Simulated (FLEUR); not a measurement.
## Magnetic state of GdO from several starts

A self-consistent run ends on one state, which hangs on the start. Several orders of GdO are started in FLEUR and their energies compared.

Calculated with FLEUR MaX-R8.1; PBE with U = 6 eV on Gd f; all-electron FLAPW, Dirac cores, scalar-relativistic bands.

## 1. The starting structure

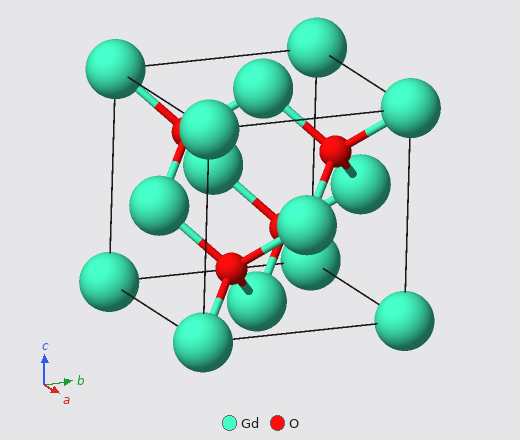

The starting structure, seen slightly off an axis (gadolinium teal, oxygen red). This picture shows the conventional cell, with its axes. Bonds to atoms that aren't drawn are left out. Some periodic images of atoms are drawn too.

Coordinates:

```xyz
2
Lattice="0.0000 2.7000 2.7000 2.7000 0.0000 2.7000 2.7000 2.7000 0.0000" Properties=species:S:1:pos:R:3 pbc="T T T"
Gd    0.0000    0.0000    0.0000
O     1.3500    1.3500    1.3500
```

## 2. Run 1 (ferro +)

The parallel start comes first: it shows whether parallel moments hold. The U counters the self-interaction that shrinks the moments of a localised shell.

The file n_mmp_mat seeds the f occupations with whole cubic orbitals by Hund's first rule, so that the U acts from the first pass. inpgen writes inp.xml from crystal.txt; cutoffs, mixing, functional, smearing and local orbitals are then set in the file. The k list default-1 (kpts.xml, not shown) is a Γ-centred 8×8×8 mesh; where the ranks do not divide the number of points, some are split in two of half the weight.

inp.xml

```
<?xml version="1.0" encoding="UTF-8" standalone="no"?>
<fleurInput fleurInputVersion="0.39">
   <comment>
      GdO
   </comment>
   <calculationSetup>
      <cutoffs Kmax="3.85" Gmax="11.6" GmaxXC="11.6" numbands="0"/>
      <scfLoop itmax="130" minDistance="0.0001" maxIterBroyd="15" imix="Anderson" alpha="0.05" precondParam="0.0" spinf="2.0" sdNocoIR="T"/>
      <coreElectrons ctail="T" frcor="F" kcrel="0" coretail_lmax="0"/>
      <xcFunctional name="pbe" relativisticCorrections="F"/>
      <magnetism jspins="2"/>
      <soc l_soc="F" theta="0.0" phi="0.0" spav="F"/>
      <expertModes spex="0" secvar="F"/>
      <geometryOptimization l_f="F" forcealpha="1.0" forcemix="BFGS" epsdisp="0.00001" epsforce="0.00001"/>
      <ldaU l_linMix="F" mixParam="0.05" spinf="1.0"/>
   </calculationSetup>
   <cell>
      <bzIntegration valenceElectrons="24.0" mode="hist" fermiSmearingEnergy="0.00110248">
         <kPointListSelection listName="default-1"/>
         <xi:include xmlns:xi="http://www.w3.org/2001/XInclude" href="kpts.xml"> </xi:include>
      </bzIntegration>
      <xi:include xmlns:xi="http://www.w3.org/2001/XInclude" href="sym.xml"> </xi:include>
      <bulkLattice scale="1.0">
         <bravaisMatrix>
            <row-1>    0.0000000000000000     5.1022605364200002     5.1022605364200002</row-1>
            <row-2>    5.1022605364200002     0.0000000000000000     5.1022605364200002</row-2>
            <row-3>    5.1022605364200002     5.1022605364200002     0.0000000000000000</row-3>
         </bravaisMatrix>
      </bulkLattice>
   </cell>
   <atomSpecies>
      <species name="Gadolinium7.000" element="Gd" atomicNumber="64">
         <mtSphere radius="2.75" gridPoints="909" logIncrement="0.015"/>
         <atomicCutoffs lmax="10" lnonsphr="8"/>
         <electronConfig flipSpins="F">
            <coreConfig>(1s1/2) (2s1/2) (2p1/2) (2p3/2) (3s1/2) (3p1/2) (3p3/2) (4s1/2) (3d3/2) (3d5/2) (4p1/2) (4p3/2) (4d3/2) (4d5/2)</coreConfig>
            <valenceConfig>(5s1/2) (5p1/2) (5p3/2) (6s1/2) (4f5/2) (4f7/2) (5d3/2) (5d5/2)</valenceConfig>
            <stateOccupation state="(4f5/2)" spinUp="2.5" spinDown="0.5"/>
            <stateOccupation state="(4f7/2)" spinUp="4.0" spinDown="0.0"/>
            <stateOccupation state="(5d3/2)" spinUp="0.4" spinDown="0.0"/>
            <stateOccupation state="(5d5/2)" spinUp="0.6" spinDown="0.0"/>
         </electronConfig>
         <energyParameters s="6" p="6" d="5" f="4"/>
         <ldaU l="3" U="6.0" J="0.0" l_amf="F"/>
         <lo type="SCLO" l="0" n="5" eDeriv="0"/>
         <lo type="SCLO" l="1" n="5" eDeriv="0"/>
      </species>
      <species name="Oxygen (O)" element="O" atomicNumber="8">
         <mtSphere radius="1.56" gridPoints="517" logIncrement="0.021"/>
         <atomicCutoffs lmax="6" lnonsphr="4"/>
         <electronConfig flipSpins="F">
            <coreConfig>(1s1/2)</coreConfig>
            <valenceConfig>(2s1/2) (2p1/2) (2p3/2)</valenceConfig>
            <stateOccupation state="(2p1/2)" spinUp="0.666667" spinDown="0.666667"/>
            <stateOccupation state="(2p3/2)" spinUp="1.333333" spinDown="1.333333"/>
         </electronConfig>
         <energyParameters s="2" p="2" d="3" f="4"/>
      </species>
   </atomSpecies>
   <atomGroups>
      <atomGroup species="Gadolinium7.000">
         <relPos label="                   1">.0000000000 .0000000000 .0000000000</relPos>
         <force calculate="T" relaxXYZ="TTT"/>
      </atomGroup>
      <atomGroup species="Oxygen (O)">
         <relPos label="                   2">1.000/4.000 1.000/4.000 1.000/4.000</relPos>
         <force calculate="T" relaxXYZ="TTT"/>
      </atomGroup>
   </atomGroups>
   <output dos="F" band="F" slice="F">
      <bandDOS minEnergy="-.5*Htr" maxEnergy="0.5*Htr" sigma="0.015" storeEVData="T"/>
      <plotting iplot="0" polar="F">
         <plot TwoD="T" vec1="  1.0  0.0  0.0" vec2="  0.0  1.0  0.0" vec3="  0.0  0.0  1.0" zero="  0.0  0.0  0.0" file="plot"/>
      </plotting>
      <moessbauerParams electricFieldGradient="F" isomerShift="F" coreHyperfine="F" valenceHyperfine="F"/>
   </output>
</fleurInput>
```

crystal.txt

```
GdO
&input film=F cartesian=F /
0.00000000000  2.70000000000  2.70000000000
2.70000000000  0.00000000000  2.70000000000
2.70000000000  2.70000000000  0.00000000000
1.8897261246
1.0 1.0 1.0

2
64 0.00000000000  0.00000000000  0.00000000000 : 7.000
8 0.25000000000  0.25000000000  0.25000000000

&kpt div1=8 div2=8 div3=8 gamma=T /
```

Command:

```bash
OMP_NUM_THREADS=1 inpgen -f crystal.txt > inpgen.log  # inp.xml is then edited as shown
OMP_NUM_THREADS=1 mpirun -n 4 fleur_MPI > fleur.log
```

The log of the run:

```text
Welcome to FLEUR        (www.flapw.de)
      MaX-Release 8.1          (www.max-centre.eu)

 ========== k-point set info ==========
 Selected k-point list: default-1
 k-point list type: mesh
 0 x 0 x 0
 Number of k points: 32

 ------------Calculation Setup---------------------------
 Number of MPI-tasks      :            4
 Number of PE/node        :            4
 Number of OMP-threads    :            1
 k-points in parallel     :            4
 pe's per k-point         :            1
 No of k-point loops      :            8
 Eigenvalue solver        :       lapack
 Number of basis functions:          283
 Approximate size of matrices (H+S) per k-point:         0.002 GB
 --------------------------------------------------------
 Iteration:     1   Distance:      25.76438593 me/bohr^3
 Iteration:     2   Distance:      24.64169603 me/bohr^3
 Iteration:     3   Distance:      17.16007698 me/bohr^3
 Iteration:     4   Distance:      14.94789345 me/bohr^3
 Iteration:     5   Distance:       2.43336979 me/bohr^3
 Iteration:     6   Distance:       1.49622682 me/bohr^3
 Iteration:     7   Distance:       0.95922005 me/bohr^3
 Iteration:     8   Distance:       0.23627742 me/bohr^3
 Iteration:     9   Distance:       0.24503540 me/bohr^3
 Iteration:    10   Distance:       0.12214845 me/bohr^3
 Iteration:    11   Distance:       0.02427209 me/bohr^3
 Iteration:    12   Distance:       0.00905594 me/bohr^3
 Iteration:    13   Distance:       0.01045272 me/bohr^3
 Iteration:    14   Distance:       0.00163323 me/bohr^3
 Iteration:    15   Distance:       0.00180089 me/bohr^3
 Iteration:    16   Distance:       0.00173029 me/bohr^3
 Iteration:    17   Distance:       0.00069759 me/bohr^3
 Iteration:    18   Distance:       0.00021514 me/bohr^3
 Iteration:    19   Distance:       0.00011772 me/bohr^3
 Iteration:    20   Distance:       0.00003908 me/bohr^3

 ********************************************************************
 Run finished successfully
 Stop message:
   all done
 ********************************************************************

--- out.xml (last complete iteration) ---
<iteration numberForCurrentRun="   20" overallNumber="   20">
         [... left out ...]
         <bandgap value="0.0223777671" units="eV"/>
         <sumValenceSingleParticleEnergies value="-4.9786194651" units="Htr"/>
         <FermiEnergy value="0.3293118896" units="Htr"/>
         <valenceDensity>
            <mtCharges spin="1">
               <mtCharge atomType="1" total="11.6500270" s="1.0844569" p="3.0150516" d="0.5295386" f="7.0041202"/>
               <mtCharge atomType="2" total="2.5176657" s="0.7814416" p="1.7310964" d="0.0044768" f="0.0005471"/>
            </mtCharges>
            <mtCharges spin="2">
               <mtCharge atomType="1" total="4.3288778" s="1.0553704" p="2.9517649" d="0.2496044" f="0.0555368"/>
               <mtCharge atomType="2" total="2.5032180" s="0.7763767" p="1.7250285" d="0.0014896" f="0.0002666"/>
            </mtCharges>
            <spinDependentCharge spin="1" total="15.9706602" interstitial="1.8029676" mtSpheres="14.1676926"/>
            <spinDependentCharge spin="2" total="8.0293398" interstitial="1.1972440" mtSpheres="6.8320958"/>
            <totalCharge value="24.0000000000"/>
         </valenceDensity>
         [... left out ...]
         <allElectronCharges>
            <spinDependentCharge spin="1" total="39.9706602" interstitial="1.8029738" mtSpheres="38.1676864"/>
            <spinDependentCharge spin="2" total="32.0293398" interstitial="1.1972518" mtSpheres="30.8320880"/>
            <totalCharge value="71.9999999924"/>
         </allElectronCharges>
         <magneticMomentsInMTSpheres units="muBohr">
            <globalMagMoment atomType="1" vec="0.00000   0.00000   7.32115"/>
            <localMagMoment atomType="1" vec="0.00000   0.00000   7.32115"/>
            <globalMagMoment atomType="2" vec="0.00000   0.00000   0.01445"/>
            <localMagMoment atomType="2" vec="0.00000   0.00000   0.01445"/>
         </magneticMomentsInMTSpheres>
         <moessbauerParams unitsHFF="kG" unitsIS="e/bohr^3" unitsEFG="Htr/bohr^2">
         </moessbauerParams>
         <totalEnergy value="   -11355.9200029499" units="Htr">
            <sumOfEigenvalues value="    -6981.5112696400">
               <coreElectrons value="-6976.5326501748"/>
               <valenceElectrons value="-4.9786194651"/>
            </sumOfEigenvalues>
            <densityCoulombPotentialIntegral value="-19019.7434909749"/>
            <densityEffectivePotentialIntegral value="-19358.1100845393"/>
            <chargeDenXCDenIntegral value="-258.9989915773"/>
            <FockExchangeEnergyValence value="0.0000000000"/>
            <FockExchangeEnergyCore value="0.0000000000"/>
            <atomTypeDependentContributions atomType="1">
               <electronNucleiInteractionDifferentMTs value="13842.0194428316"/>
               <MadelungTerm value="-31.1221820472"/>
            </atomTypeDependentContributions>
            <atomTypeDependentContributions atomType="2">
               <electronNucleiInteractionDifferentMTs value="87.7377933780"/>
               <MadelungTerm value="-3.5413879444"/>
            </atomTypeDependentContributions>
            <dftUCorrection value="-0.7727254167"/>
            <tkbTimesEntropy value="0.0000747544"/>
            <freeEnergy value="-11355.9200777043"/>
            <extrapolationTo0K value="-11355.9200403271"/>
         </totalEnergy>
         <ldaUDensityMatrix>
            <densityMatrixFor spin="1" atomType="1" uIndex="1" l="3" U="6.00000000" J="0.00000000">
               (+0.99862,+0.00000) (+0.00000,+0.00000) (+0.00000,+0.00000) (+0.00000,+0.00000) (+0.00011,+0.00000) (+0.00000,+0.00000) (+0.00000,+0.00000)
               (+0.00000,+0.00000) (+1.00552,+0.00000) (+0.00000,+0.00000) (+0.00000,+0.00000) (+0.00000,+0.00000) (-0.00704,+0.00000) (+0.00000,+0.00000)
               (+0.00000,+0.00000) (+0.00000,+0.00000) (+0.99856,+0.00000) (+0.00000,+0.00000) (+0.00000,+0.00000) (+0.00000,+0.00000) (+0.00011,+0.00000)
               (+0.00000,+0.00000) (+0.00000,+0.00000) (+0.00000,+0.00000) (+0.99871,+0.00000) (+0.00000,+0.00000) (+0.00000,+0.00000) (+0.00000,+0.00000)
               (+0.00011,+0.00000) (+0.00000,+0.00000) (+0.00000,+0.00000) (+0.00000,+0.00000) (+0.99856,+0.00000) (+0.00000,+0.00000) (+0.00000,+0.00000)
               (+0.00000,+0.00000) (-0.00704,+0.00000) (+0.00000,+0.00000) (+0.00000,+0.00000) (+0.00000,+0.00000) (+1.00552,+0.00000) (+0.00000,+0.00000)
               (+0.00000,+0.00000) (+0.00000,+0.00000) (+0.00011,+0.00000) (+0.00000,+0.00000) (+0.00000,+0.00000) (+0.00000,+0.00000) (+0.99862,+0.00000)
            </densityMatrixFor>
            <densityMatrixFor spin="2" atomType="1" uIndex="1" l="3" U="6.00000000" J="0.00000000">
               (+0.00623,+0.00000) (+0.00000,+0.00000) (+0.00000,+0.00000) (+0.00000,+0.00000) (+0.00008,+0.00000) (+0.00000,+0.00000) (+0.00000,+0.00000)
               (+0.00000,+0.00000) (+0.01222,+0.00000) (+0.00000,+0.00000) (+0.00000,+0.00000) (+0.00000,+0.00000) (-0.00610,+0.00000) (+0.00000,+0.00000)
               (+0.00000,+0.00000) (+0.00000,+0.00000) (+0.00618,+0.00000) (+0.00000,+0.00000) (+0.00000,+0.00000) (+0.00000,+0.00000) (+0.00008,+0.00000)
               (+0.00000,+0.00000) (+0.00000,+0.00000) (+0.00000,+0.00000) (+0.00629,+0.00000) (+0.00000,+0.00000) (+0.00000,+0.00000) (+0.00000,+0.00000)
               (+0.00008,+0.00000) (+0.00000,+0.00000) (+0.00000,+0.00000) (+0.00000,+0.00000) (+0.00618,+0.00000) (+0.00000,+0.00000) (+0.00000,+0.00000)
               (+0.00000,+0.00000) (-0.00610,+0.00000) (+0.00000,+0.00000) (+0.00000,+0.00000) (+0.00000,+0.00000) (+0.01222,+0.00000) (+0.00000,+0.00000)
               (+0.00000,+0.00000) (+0.00000,+0.00000) (+0.00008,+0.00000) (+0.00000,+0.00000) (+0.00000,+0.00000) (+0.00000,+0.00000) (+0.00623,+0.00000)
            </densityMatrixFor>
         </ldaUDensityMatrix>
         <ldaUDensityMatrixConvergence>
            <distance spin="1" distance="0.000000"/>
            <distance spin="2" distance="0.000000"/>
         </ldaUDensityMatrixConvergence>
         <densityConvergence units="me/bohr^3">
            <chargeDensity spin="1" distance="0.0000261227"/>
            <chargeDensity spin="2" distance="0.0000167915"/>
            <overallChargeDensity distance="0.0000390837"/>
            <spinDensity distance="0.0000200291"/>
         </densityConvergence>
      </iteration>
```

It took 18 s on 4 MPI ranks of Intel Xeon Platinum 8375C at 2.90GHz (Ice Lake), shared host; peak memory 0.26 GiB.

Spin moment in the muffin-tin sphere by atom:

```
atom  spin moment in the muffin-tin sphere (μB)
 Gd1                                       7.32
  O2                                       0.01
```

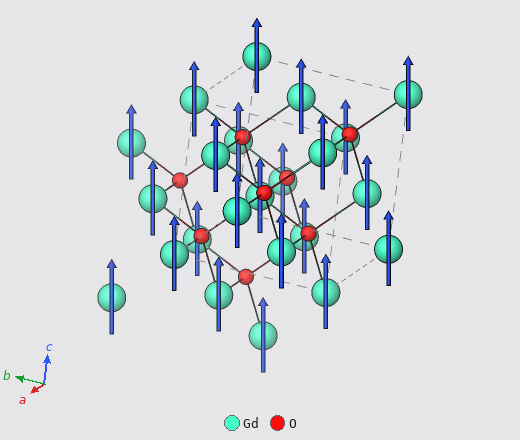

Spin moment in the muffin-tin sphere as arrows, the longest 7.32 μB. Up and down stand for the sign. Arrows give size and sign along the axis of quantisation, drawn up and down the page. Bonds to atoms that aren't drawn are left out. 2×1×1 conventional cells are drawn. Some periodic images of atoms are drawn too.

Numbers from this step:

```yaml
free_energy: -309010.3274 eV
program_s_band_gap_on_this_mesh_in_a_metal_only_a_level_spacing: 0.02238 eV
magnetization: 7.941 μB
final_state: ferromagnetic
```

After 20 cycles the largest moment stands at 7.32 μB.

[end of part 1 of 3]

[Logs and program files are shortened in this print: banners, set-up blocks, solver, clock and traceback lines can be left out without a mark of their own.]

[Logs are printed without paths, hosts, clocks, repeated set-up lines and the standing remarks that a program may print on its own settings, such as how far it seeks lower states.]

[Hosts, paths, dates, database ids (printed as entryN), source tags and the programs' standing remarks are cut or masked in the printed files.]

[Where a cell is said to come from a database of computed structures, the database is the Materials Project.]
